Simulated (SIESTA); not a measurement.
## How far to go with the cutoff of the real-space grid: SnO (P4mm, 4 atoms in the cell)

```yaml
crystal:
  lattice:
    - [3.78100, 0.00000, 0.00000]
    - [0.00000, 3.78100, 0.00000]
    - [0.00000, 0.00000, 4.81580]
  atoms:
    - { symbol: Sn, position: [0.50000, 0.00000, 0.77238] }
    - { symbol: Sn, position: [0.00000, 0.50000, 0.23800] }
    - { symbol: O, position: [0.50000, 0.50000, 0.00000] }
    - { symbol: O, position: [0.00000, 0.00000, 0.00000] }
```

Level of theory: GGA PBEsol, numerical atomic orbitals DZP, PseudoDojo PBEsol standard norm-conserving potentials (rewritten from UPF to PSML) (SIESTA 5.4.2).

Base settings: XC.functional = GGA; XC.authors = PBEsol; potentials = PseudoDojo PBEsol standard; PAO.BasisSize = DZP; PAO.EnergyShift = 0.01 Ry; MeshCutoff = 350 Ry; kgrid.MonkhorstPack = 3 3 2; OccupationFunction = FD; ElectronicTemperature = 232.09 K; MaxSCFIterations = 150.

The second cell is the first with its lattice scaled by 0.98.

The mesh stays at the base's, so the ladder's end is converged at best in this setting alone.

Only quantities that move along the ladder and can be compared are tabulated; the gap is left out on so coarse a mesh.

Core times come from one kind of shared machine, to one figure; runs under 30 s give none.

The starting cell has typed, rounded lattice constants, without a prior relaxation at this level. Its lattice was rescaled by up to half a per cent. One atom was moved a little off its site on purpose. Values carry the incompleteness of an atom-centred basis. In the base run, with a pressure of about 5 GPa the cell is away from its equilibrium volume at this level. In the base run, forces exceed 1 eV/Å.

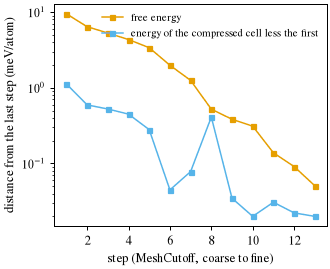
Figure. Distance from the last step along the ladder; very small values are drawn at a floor.

```csv
MeshCutoff,free energy less the last step's (meV/atom),energy of the compressed cell less the first (meV/atom),pressure (GPa),largest difference of a force vector from the last step's (eV/Å),core time / last (rough)
122 Ry (122 Ry used),-9.49,58.07,5.34,0.005,–
140 Ry (154 Ry used),-6.41,57.54,5.29,0.008,–
158 Ry (174 Ry used),-5.29,56.42,5.23,0.003,–
175 Ry (191 Ry used),-4.34,56.50,5.12,0.008,–
193 Ry (198 Ry used),-3.38,56.67,5.15,0.003,–
245 Ry (251 Ry used),-1.98,56.99,5.18,0.003,–
280 Ry (298 Ry used),-1.25,57.03,5.07,0.000,–
315 Ry (347 Ry used),-0.52,56.54,5.11,0.004,–
420 Ry (429 Ry used),-0.38,56.98,5.11,0.002,–
473 Ry (483 Ry used),-0.31,56.97,5.13,0.001,–
525 Ry (564 Ry used),-0.14,56.98,5.09,0.002,0.5
612 Ry (618 Ry used),-0.09,56.97,5.09,0.001,0.6
700 Ry (763 Ry used),-0.05,56.95,5.12,0.000,0.7
840 Ry (965 Ry used),0.00,56.95,5.09,0.000,1
```

Coarsest MeshCutoff that holds the free energy within 1 meV/atom of the last step, with all finer ones: 315 Ry (347 Ry used); the step before is off by 1.3 meV/atom.

Coarsest MeshCutoff that holds the energy of the compressed cell less the first within 1 meV/atom of the last step, with all finer ones: 140 Ry (154 Ry used); the step before is off by 1.1 meV/atom.

The energy difference between the two cells stays within 1 meV/atom of the last step's from 140 Ry on, the total only from 315 Ry on: much of the error is common to both cells and cancels.

Left out of this page: 2 runs of the series outside the window shown, repeating another row's setting, or not comparable.
